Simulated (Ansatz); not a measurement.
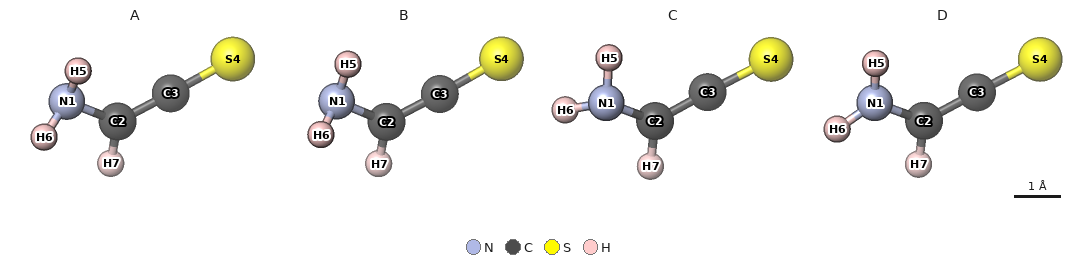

4 geometries from a converged minimum-energy path of C2H3NS, shuffled. Style: ball-and-stick. Shown at a tilt.

Method: RKS revPBE-D4/def2-SVP in Ansatz. Run with 9 movable images; climbing image; force threshold 0.05 eV/Å; iteration limit 60; starting path by image-dependent pair potential.

One of them is the converged climbing image. Which?

D. In order along the path, whose images run from 0 to 10: C (image 1, 0.003 eV), D (image 5, +0.125 eV), A (image 8, +0.012 eV), B (image 10, 0.000 eV). The motion is an umbrella inversion at N1. No bond forms or breaks between the ends. Among the angles between lasting bonds that change up to the highest image: H5–N1–H6 107.9° → 118.7°, C2–N1–H5 111.8° → 121.4°.

The run took 120 s on 1 thread of Intel(R) Xeon(R) Processor @ 2.70GHz (shared host), peak memory 0.15 GiB.
